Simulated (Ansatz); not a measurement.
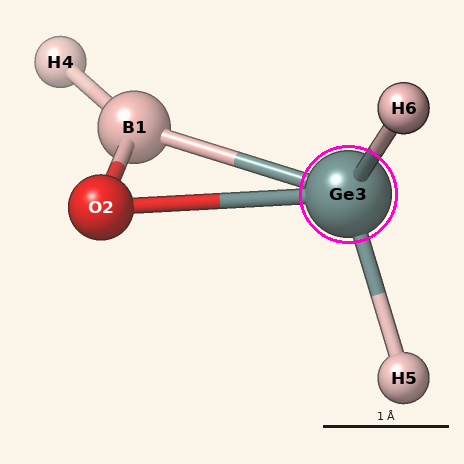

Orthographic view. Distant atoms are faded towards the background colour. The computed structure is the end point of a PBE0-D4/def2-TZVP optimisation.

Q: Name the neighbours of the circled atom.

A: The circled atom is Ge3; it is bonded to B1, O2, H5, H6.

Q: Which atom is nearest the viewer?

A: H6, 1.5 Å in front of the mean position.

Q: Which atom is farthest from the viewer?

A: H4, 1.6 Å behind the mean position.

Q: Of B1 and O2, which is nearer the viewer?

A: O2; the bond to B1 points away from the viewer, so it looks shorter than its 1.30 Å.
